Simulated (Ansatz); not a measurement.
Formation energy of the bound charge states of As on the N site in zinc-blende BN (start: the N site; 64-site cell, 2×2×2 shifted sampling) against the Fermi level, B-rich (Δμ(N) = -2.35 eV, Δμ(As) = -1.22 eV, bounded by B12As2 (R-3m); only phases computed here count, gases as isolated molecules at 0 K). Computed with PBE, PAW (plane waves to 420 eV; Ansatz, a quantum-chemistry and plane-wave program).

Details: 64-site cell; 2×2×2 shifted k-points; host gap 4.46 eV; charged states image-corrected; finite-size errors of tenths of an eV; flagged in the runs: a doubtful potential alignment.

Left out: charge −1 (carrier in host band states).

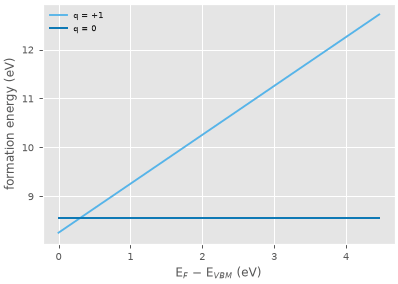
*Formation energy of each charge state against the Fermi level*

Crossings of the lowest lines: (+1/0) at 0.30 eV. At the valence-band maximum: q = +1: 8.26 eV; q = 0: 8.56 eV.
